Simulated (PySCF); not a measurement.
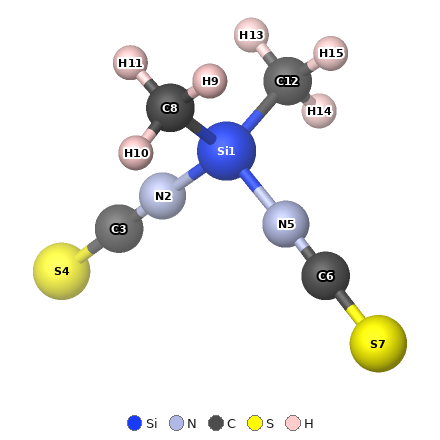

C₄H₆N₂S₂Si. Vertical core-electron binding energies by ΔSCF (SCAN, pcX-2 on the ionised atom, pcseg-1 elsewhere, spin-free X2C; PySCF, at a PBE0-D3(BJ)/def2-SVP geometry (no frequency check)), gas phase, against the vacuum level. One atom of each kind was ionised; within a panel, areas follow the number of like atoms and 2j + 1 (2p levels are split by first-order spin-orbit coupling, an approximation), Gaussians of 0.8 eV full width. Only the regions named are shown. Lines closer than the width merge in the curve.

**Predict the Si 2p photoelectron lines.**

| level | atoms | binding energy (eV) |
| --- | --- | --- |
| Si 2p1/2 | Si1 | 108.5 |
| Si 2p3/2 | Si1 | 107.8 |

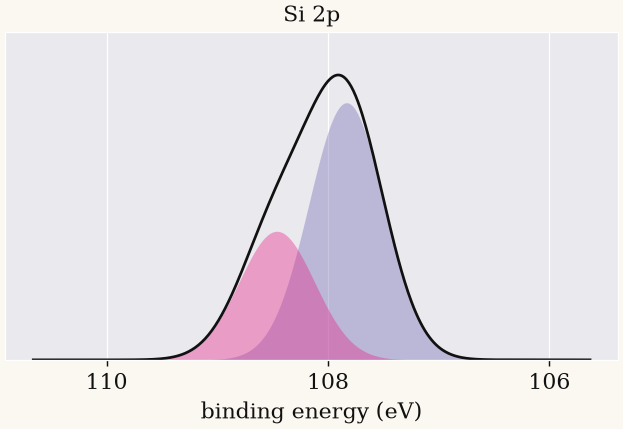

Caveats: one conformer of a flexible molecule.
